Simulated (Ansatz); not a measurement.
The starting structures come from a database of crystals and need not be the phases stable at ambient conditions.

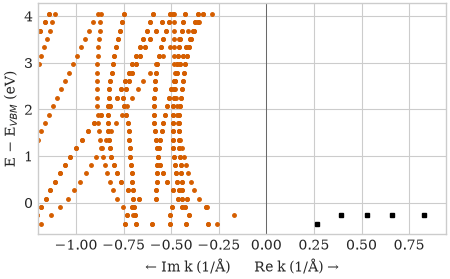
Figure. Complex bands at the centre of the two-dimensional zone; r2SCAN run with Ansatz (a quantum-chemistry and plane-wave program)

No gap correction and no spin-orbit coupling; mid-gap values are interpolated between computed energies.

Question: This is BaHCl (P4/nmm, not sure to be the ambient phase, 6 atoms a cell, 23.7 Å³ an atom) along the normal of (111). Read off the slowest decay at the centre of the two-dimensional zone at 1.89 eV, the computed energy nearest the middle of the gap.

Answer: κ ≈ 0.46 1/Å, a decay length 1/(2κ) of the density of 1.1 Å.
